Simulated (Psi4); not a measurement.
**BNH3 (SMILES B[NH]) at USCS-OMP2/jun-cc-pV(D+d)Z (fitted SCF)**

Aim: the energy difference between two shapes of BNH3 at USCS-OMP2/jun-cc-pV(D+d)Z (fitted SCF), from 2 runs. 

The calculation is run with Psi4 1.11.

6 further runs of the same task are left out: 1 that didn't finish, 5 set aside as unsound or not needed.

## Step 1: The structure to begin with

BNH3 has 5 atoms, charge 0, and is taken as a doublet. SMILES: `B[NH]`. Geometry: relaxed at PBE0-D4/def2-TZVP.

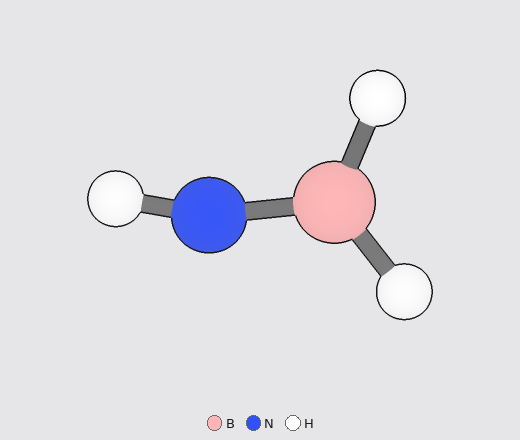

Viewed from a chosen angle; boron pink, nitrogen blue, hydrogen white.

## Step 2: A single-point energy at USCS-OMP2/jun-cc-pV(D+d)Z (fitted SCF)

job.py

```python
import psi4

psi4.set_memory('1600 MB')
psi4.set_num_threads(1)
psi4.core.set_output_file('bh3n.out', False)

m = psi4.geometry("""
0 2
B     -0.58732688    -0.69938764    -0.17309891
N      1.00382252     1.23814856    -0.03741658
H     -0.78385840    -2.09268271     1.62988878
H     -1.82188496    -1.08300204    -2.04449469
H      2.28354505     2.49765102     0.54669777
units bohr
no_reorient
no_com
""")

psi4.set_options(dict(basis='jun-cc-pV(D+d)Z', reference='uhf', mp2_type='conv'))

energy_value = psi4.energy('scs-omp2')
print(f'total energy {energy_value:.8f} hartree = {energy_value * 27.211386:.5f} eV')
```

Run with:

```
$ python job.py
```

bh3n.out:

```text
[...]
  Running in c1 symmetry.
[...]
  Nuclear repulsion =   27.148135794361355
[...]
  Multiplicity = 2
[...]
  Nalpha       = 8
  Nbeta        = 7
[...]
    Number of basis functions: 51
[...]
   @UHF iter   1:   -80.71375942627454   -8.40210e-01   8.27894e-03 DIIS/ADIIS
[...]
   @UHF iter  15:   -80.85040783209226   -9.66338e-13   4.62769e-09 DIIS
[...]
   @S^2 Observed:                7.739734814E-01
[...]
    Orbital Energies [Eh]
    ---------------------
    Alpha Occupied:
       1A    -15.607068     2A     -7.600982     3A     -1.193681
       4A     -0.777624     5A     -0.606088     6A     -0.585036
       7A     -0.483111     8A     -0.427594
    Alpha Virtual:
       9A      0.048076    10A      0.056678    11A      0.064826
      12A      0.067801    13A      0.151902    14A      0.162414
      15A      0.183466    16A      0.209363    17A      0.245110
      18A      0.283783    19A      0.322514    20A      0.365070
      21A      0.392029    22A      0.510193    23A      0.591919
      24A      0.697290    25A      0.786260    26A      0.822215
[...]
  @UHF Final Energy:   -80.85040783209226
   => Energetics <=
    Nuclear Repulsion Energy =             27.1481357943613553
    One-Electron Energy =                -162.2272154122489667
    Two-Electron Energy =                  54.2286717857953420
    Total Energy =                        -80.8504078320922588
  UHF NO Occupations:
  HONO-2 :    6  A 1.9969185
  HONO-1 :    7  A 1.9943671
[...]
 Multipole Moments:
 ------------------------------------------------------------------------------------
     Multipole            Electronic (a.u.)      Nuclear  (a.u.)        Total (a.u.)
 ------------------------------------------------------------------------------------
 L = 1.  Multiply by 2.5417464519 to convert [e a0] to [Debye]
 Dipole X            :         -3.3347444            3.7679249            0.4331805
 Dipole Y            :         -4.0407953            4.4920680            0.4512726
 Dipole Z            :          1.1541011           -0.9953188            0.1587823
 Magnitude           :                                                    0.6453714
[...]
	SCS-MP2 Total Energy (a.u.)        :   -81.08397173908183
	SOS-MP2 Total Energy (a.u.)        :   -81.08487353452175
[...]
	MP2 Total Energy (a.u.)            :   -81.08995435326446
[...]
	SCS-OMP2 Total Energy (a.u.)       :   -81.08956592930583
	SOS-OMP2 Total Energy (a.u.)       :   -81.07007094322793
[...]
	OMP2 Total Energy (a.u.)           :   -81.08995434946861
[...]
```

Standard output:

```text
total energy -81.08956593 hartree = -2206.55948 eV
```

It took 8.4 s on 1 thread of Intel Xeon 6975P-C (Granite Rapids), shared host; peak memory 0.24 GiB.

## Step 3: The distorted shape at the same level

job.inp

```
memory 1600 MB

molecule {
  0 2
  B     -0.335438    -0.360188    -0.082411
  N      0.503769     0.648678    -0.001553
  H     -0.435510    -1.125051     0.876448
  H     -0.955632    -0.531466    -1.103374
  H      1.173812     1.330690     0.284284
  no_reorient
  no_com
}

set globals {
  basis jun-cc-pV(D+d)Z
  reference uhf
  mp2_type conv
}

e_tot = energy('scs-omp2')
print_variables()
```

Run with:

```
$ psi4 -i job.inp -o job.out -n 1
```

job.out:

```text
[...]
  Running in c1 symmetry.
[...]
  Nuclear repulsion =   27.279844157688576
[...]
  Multiplicity = 2
[...]
  Nalpha       = 8
  Nbeta        = 7
[...]
    Number of basis functions: 51
[...]
   @UHF iter   1:   -80.71109025235650   -8.27520e-01   8.41449e-03 ADIIS/DIIS
[...]
   @UHF iter  18:   -80.84911072671639   -2.08900e-12   3.80829e-09 DIIS
[...]
   @S^2 Observed:                7.743350882E-01
[...]
    Orbital Energies [Eh]
    ---------------------
    Alpha Occupied:
       1A    -15.606120     2A     -7.600233     3A     -1.196890
       4A     -0.781229     5A     -0.605493     6A     -0.582484
       7A     -0.485290     8A     -0.424864
    Alpha Virtual:
       9A      0.047812    10A      0.056860    11A      0.064859
      12A      0.068110    13A      0.151822    14A      0.163672
      15A      0.183370    16A      0.209693    17A      0.244391
      18A      0.278624    19A      0.326603    20A      0.365822
      21A      0.390302    22A      0.513826    23A      0.592899
      24A      0.708311    25A      0.781469    26A      0.822340
[...]
  @UHF Final Energy:   -80.84911072671639
   => Energetics <=
    Nuclear Repulsion Energy =             27.2798441576885757
    One-Electron Energy =                -162.4832565265130597
    Two-Electron Energy =                  54.3543016421080907
    Total Energy =                        -80.8491107267163898
  UHF NO Occupations:
  HONO-2 :    6  A 1.9968047
  HONO-1 :    7  A 1.9945265
[...]
 Multipole Moments:
 ------------------------------------------------------------------------------------
     Multipole            Electronic (a.u.)      Nuclear  (a.u.)        Total (a.u.)
 ------------------------------------------------------------------------------------
 L = 1.  Multiply by 2.5417464519 to convert [e a0] to [Debye]
 Dipole X            :         -2.6487869            3.0837741            0.4349873
 Dipole Y            :         -4.0805594            4.5617592            0.4811998
 Dipole Z            :          0.8423271           -0.6908234            0.1515037
 Magnitude           :                                                    0.6661235
[...]
	SCS-MP2 Total Energy (a.u.)        :   -81.08296394503441
	SOS-MP2 Total Energy (a.u.)        :   -81.08381611396238
[...]
	MP2 Total Energy (a.u.)            :   -81.08917275577969
[...]
	SCS-OMP2 Total Energy (a.u.)       :   -81.08867053013891
	SOS-OMP2 Total Energy (a.u.)       :   -81.06909085678831
[...]
	OMP2 Total Energy (a.u.)           :   -81.08917275257950
[...]
```

Run time: 8.4 s. Hardware: 1 thread of Intel Xeon 6975P-C (Granite Rapids), shared host; peak memory 0.24 GiB.

## Step 4: Outcome

At USCS-OMP2/jun-cc-pV(D+d)Z (fitted SCF):

```
                                                                   quantity         value
                                                  first shape: total energy  -81.08957 Eh
    first shape: HOMO energy (Hartree–Fock orbitals) (highest over α and β)     -11.64 eV
     first shape: LUMO energy (Hartree–Fock orbitals) (lowest over α and β)       1.31 eV
                                            first shape: correlation energy    -239.2 mEh
                             first shape: ⟨S²⟩ of the reference determinant         0.774
                                              distorted shape: total energy  -81.08867 Eh
distorted shape: HOMO energy (Hartree–Fock orbitals) (highest over α and β)     -11.56 eV
 distorted shape: LUMO energy (Hartree–Fock orbitals) (lowest over α and β)       1.30 eV
                                        distorted shape: correlation energy    -239.6 mEh
                         distorted shape: ⟨S²⟩ of the reference determinant         0.774
                                     energy change with the atoms displaced      0.024 eV
```

**Reading.** With the atoms displaced the energy rises by 0.02 eV (2.4 kJ/mol). The first shape isn't relaxed at this level, so the change isn't measured from a minimum.
